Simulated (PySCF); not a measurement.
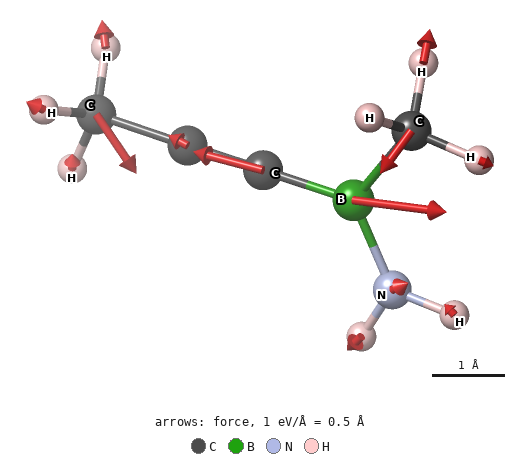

Starting geometry of C$_{4}$H$_{8}$BN with the computed forces as red arrows. Style: ball-and-stick. Shown at a tilt.

The start comes from GFN2-xTB. Its atoms were then displaced at random by about 0.01 Å.

Computed with PBE0-D3(BJ)/def2-SVP geometry optimisation, gas phase (PySCF 2.14.0, density-fitted response routines). 

What follows when this structure is relaxed?

Answer. It isn't relaxed: the largest force vector, on the B atom, is 3.00 eV/Å. The final displacements follow the starting forces only in part (cosine between the two patterns 0.47). The largest move after the best rigid fit is that of an H atom, 0.063 Å. By element the largest moves are H 0.063 Å, B 0.062 Å, N 0.036 Å, C 0.026 Å. Among the contacts that change: B–C 1.467 → 1.541 Å, B–C 1.618 → 1.580 Å, C–H 1.072 → 1.103 Å, C–C 1.476 → 1.452 Å. Bond angles that change, for instance: H–C–H 112.1° → 107.4°, C–C–H 108.8° → 111.6°, C–B–N 118.4° → 121.2°. Over 6 geometry steps the energy falls by 3.93 kcal/mol. Cost: 38 s on 1 thread of Arm Neoverse V1, with other jobs on the host.
